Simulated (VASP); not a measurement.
Band structure of HgBr2 (sg36). These are PBEsol GGA with spin-orbit coupling, VASP's PBE PAW potentials (set 64) (plane waves; VASP) values and carry that method's errors.

The path is coarsely sampled, so an indirect gap can come out somewhat too large.

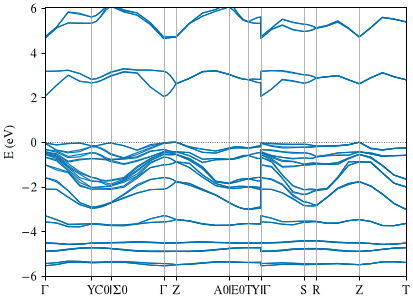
*Bands along high-symmetry lines, zero at the valence-band maximum or, without a gap, the Fermi level*

Question: Read the plot: is there a gap, and where are the band edges?

Answer: The gap is indirect, 2.05 eV, from the valence maximum at Γ-Z at 0.75 to the conduction minimum at Γ.

The compound is HgBr2 in the sg36 structure. It was relaxed first.
